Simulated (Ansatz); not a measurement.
LaTlS2 (space group P4/mmm, No. 123). Coordinates: the input geometry of an electronic-structure calculation (not necessarily at equilibrium); the starting structure was generated, so it need not be a known form of this composition.

Space group P4/mmm (No. 123). a = 4.282 Å, b = 4.282 Å, c = 5.941 Å, α = 90.00°, β = 90.00°, γ = 90.00°

| atom | site | symmetry | x | y | z |
| --- | --- | --- | --- | --- | --- |
| Tl | 1a | 4/mmm | 0.0000 | 0.0000 | 0.0000 |
| S | 1b | 4/mmm | 0.0000 | 0.0000 | 0.5000 |
| La | 1d | 4/mmm | 0.5000 | 0.5000 | 0.5000 |
| S | 1c | 4/mmm | 0.5000 | 0.5000 | 0.0000 |

Bonds are taken as La–S below 3.4 Å and S–Tl below 3.4 Å. The graph is simplified in the usual way: terminal and isolated atoms are pruned, two-connected atoms become edges.

What net does this leave?

The result is a uninodal 6-connected, three-periodic net: Tl, S and La are 6-connected nodes. It is the pcu net, known from NaCl, ReO3 and the B-X framework of perovskite. It is a single net, without interpenetration.

```tsv
node	links	point symbol	coordination sequence
Tl, S and La	6	4^12.6^3	6 18 38 66
```

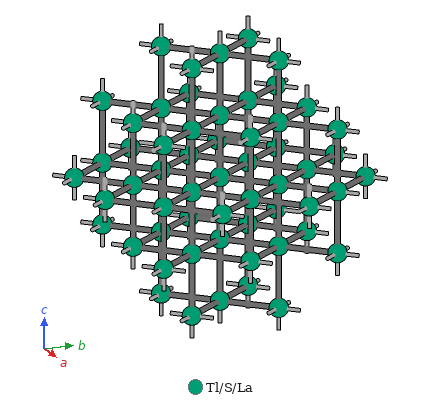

Nodes are coloured by topological kind. Short stubs are edges that leave the cut-out.
